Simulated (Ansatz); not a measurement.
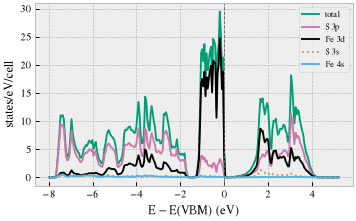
*Total and projected density of states of FeS2 in space group Pa-3 (No. 205; Fe on 4a, S on 8c), PBEsol in the plane-wave PAW code Ansatz*

### Question
Which orbitals carry the states next to the gap?

### Answer
Top 1 eV of the valence band: Fe 3d 84 %, S 3p 11 %. Bottom 1 eV of the conduction band: S 3p 54 %, Fe 3d 34 %, outside the projected shells 8 %. Projections are on Löwdin-orthogonalised atomic valence shells; empty p or d shells of many metals are not among them.

The PBEsol relaxation kept the symmetry of its start; of distortions, only those at the zone centre were tested. The workflow began spin-polarised and lost its moments.

Potentials: the later of the program's two PAW sets.
